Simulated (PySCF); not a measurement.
The calculation's input:

```
{"job": {"kind": "epr", "basis": "pcH-1"}, "charge": 0, "multiplicity": 2}
C     -2.382267    -0.887641     0.509866
C     -1.692489     0.477612     0.609852
C     -0.405525     0.486592    -0.130520
N      0.754861     0.225892     0.384183
C      1.744762     0.222610    -0.480049
C      3.148582    -0.077482    -0.163909
F      3.496779    -1.376946    -0.528592
S      1.194539     0.588952    -2.142062
N     -0.364348     0.775250    -1.490390
H     -2.602251    -1.138139    -0.525918
H     -1.738361    -1.659990     0.922141
H     -3.315104    -0.875431     1.067693
H     -1.479072     0.698328     1.655868
H     -2.349739     1.253754     0.210906
H      3.844506     0.571949    -0.707232
H      3.308215    -0.010659     0.915856
H     -1.170085     0.737379    -2.092349
```

Launched as:

```sh
OMP_NUM_THREADS=1 python probes_run.py task.json out
```

Geometry: GFN2-xTB.

All numbers below come from UKS B3LYP, pcH-1 on C F H N S, non-relativistic, mean-field spin-orbit, GIAO (PySCF).

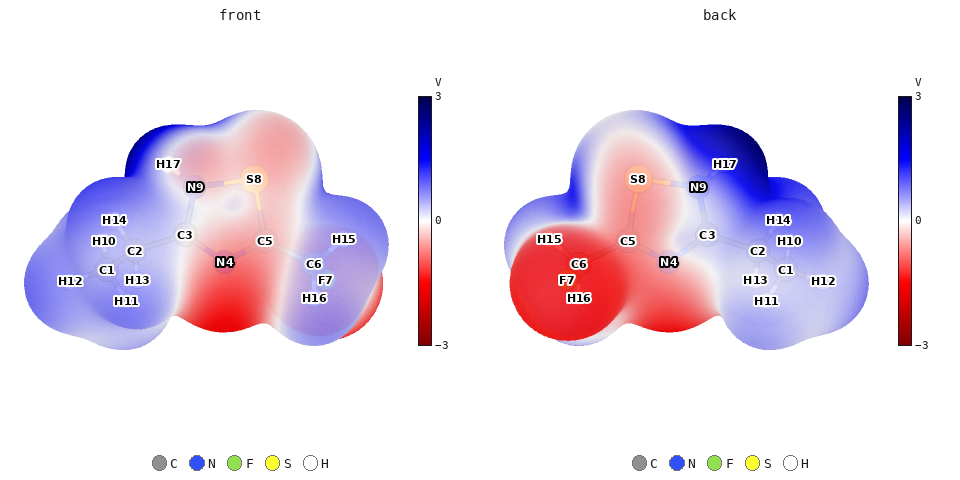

C₅H₈FN₂S (doublet). The electrostatic potential painted on the density surface at 0.002 e/bohr³, seen from the front and from behind; the colour scale runs from red (negative) to blue (positive).

Describe the electrostatic potential map.

Answer. The most negative region (about −1.5 V, or −35 kcal/mol for a unit charge) lies over N4, the most positive (about +2.6 V, or +60 kcal/mol for a unit charge) over H17. N4 is the likeliest acceptor of a hydrogen bond.
